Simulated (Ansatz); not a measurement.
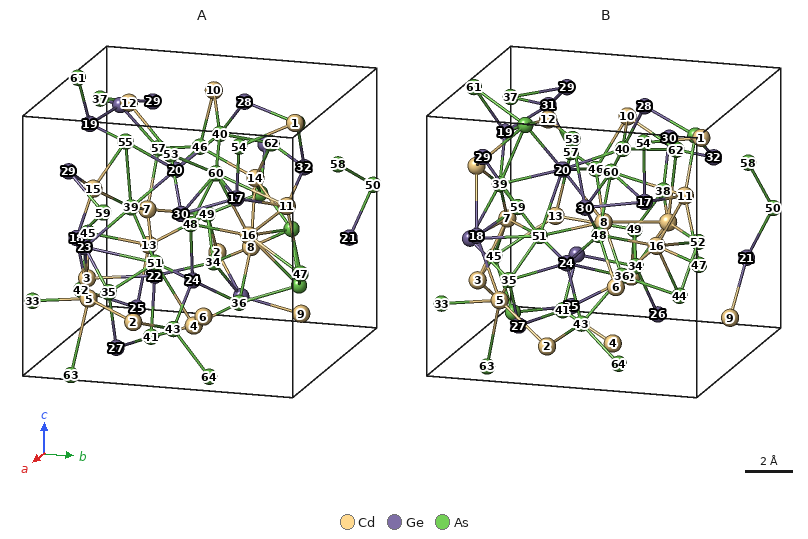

Two geometries of an amorphous cell of composition Cd$_{16}$Ge$_{16}$As$_{32}$, drawn at one scale. One is the start of a relaxation, the other its converged end. The picture is a ball-and-stick view of the cell of the calculation (origin shifted), seen slightly off an axis.

Theory: DFT, PBEsol, PAW, plane waves in Ansatz. (plane-wave cutoff 420 eV; k-point mesh 1 × 1 × 1; no spin polarisation; atoms relaxed in a fixed cell; force threshold 0.03 eV/Å; at most 80 steps)

Which one is relaxed?

Structure A is the relaxed one. Over 48 geometry steps the energy falls by 213 meV per atom. Largest force component: 1.5 eV/Å at the start, 0.03 eV/Å at the end. A Cd atom moves most: 2.57 Å along [−2 3 −2]. Largest moves by element: Cd 2.57 Å, As 1.83 Å, Ge 1.50 Å. The cell doesn't change. Near-neighbour distances that change, for instance: As–Cd 5.776 → 2.880 Å, As–Cd 2.763 → 5.337 Å, As–Cd 5.775 → 3.247 Å, As–Cd 2.659 → 5.136 Å. New bonds form: As–Cd (3.48 → 2.56 Å), As–Cd (3.96 → 2.63 Å), As–Cd (3.96 → 2.77 Å), As–Cd (4.16 → 2.71 Å). Bonds break: As–Cd (2.66 → 5.14 Å), As–Cd (2.67 → 3.61 Å), As–Cd (2.76 → 5.34 Å), As–Cd (2.80 → 4.36 Å). Among the angles between lasting bonds that change: Cd–Cd–As 84.0° → 151.8°, Cd–As–As 126.8° → 75.1°, Cd–Ge–As 70.9° → 121.8°.
